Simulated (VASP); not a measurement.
Band structure of GaN (zinc blende). Computed with MS2 meta-GGA, VASP's PBE PAW potentials (set 64) (plane waves; VASP 6.6.1).

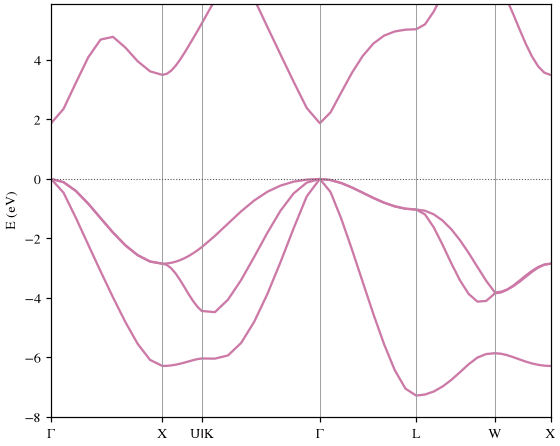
Fig. 1. Bands along high-symmetry lines, zero at the valence-band maximum or, without a gap, the Fermi level

### Question
Read the plot: is there a gap, and where are the band edges?

### Answer
The gap is direct, 1.87 eV, from the valence maximum at Γ to the conduction minimum at Γ.

The compound is GaN in the zinc blende structure, a metastable form; wurtzite is the usual one. It was relaxed first.
